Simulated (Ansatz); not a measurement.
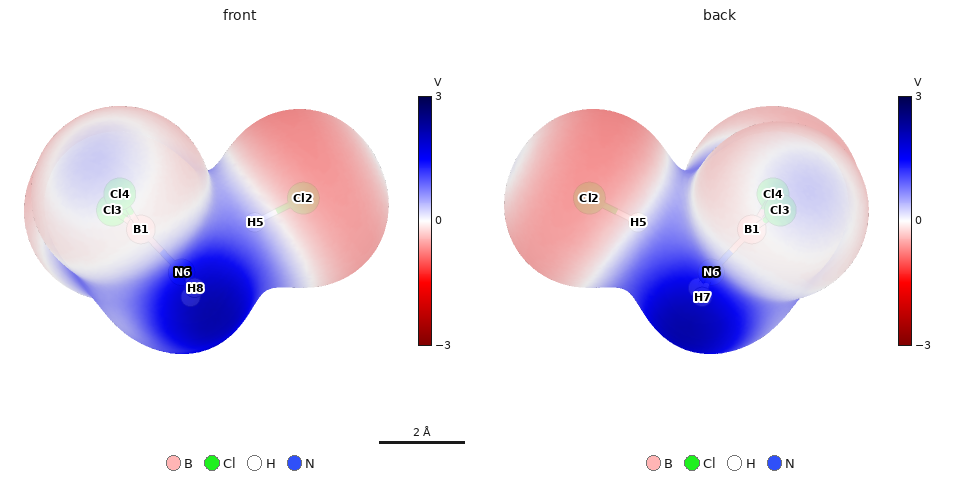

The picture shows: BCl₂H₂N···HCl. The molecular electrostatic potential painted on the density surface at 0.001 e/bohr³, seen from the front and from behind; red is negative and blue positive.

The product side of a reaction path; geometry: PBE0-D4/def2-TZVP.

Theory: RKS PBE0-D4/def2-TZVPP (Ansatz).

Input

```
crystal:
  periodic: [false, false, false]
  atoms:
    - {symbol: B, position_ang: [-0.520112, 0.153020, -0.977732]}
    - {symbol: Cl, position_ang: [2.382101, 0.353463, 1.651059]}
    - {symbol: Cl, position_ang: [0.120199, -0.839527, -2.273741]}
    - {symbol: Cl, position_ang: [-0.962431, 1.822516, -1.280912]}
    - {symbol: H, position_ang: [1.262778, 0.123191, 1.046964]}
    - {symbol: N, position_ang: [-0.643512, -0.377000, 0.308835]}
    - {symbol: H, position_ang: [-0.517517, -1.360491, 0.485753]}
    - {symbol: H, position_ang: [-1.121605, 0.124728, 1.039673]}
basis:
  gaussian: {orbitals: def2-TZVPP}
hamiltonian: {xc: pbe0, dispersion: d4}
output: {orbitals: {seedname: orbitals}}
```

Command:

```sh
ansatz run in.yaml --threads 4 --pin off --events-out ev --progress --plain --max-ram 9574MiB
```

Which sites attract a positive test charge, and which a negative one?

A positive charge is drawn to the negative regions and a negative charge to the positive ones. The most negative region (about −0.6 V, or −14 kcal/mol for a unit charge) lies over Cl2, the most positive (about +2.1 V, or +48 kcal/mol for a unit charge) over H7 and H8. Cl3 shows a σ-hole: about +0.3 V at the tip opposite its bond, against about −0.1 V on its flanks. Cl4 shows a σ-hole: about +0.3 V at the tip opposite its bond, against about −0.2 V on its flanks.
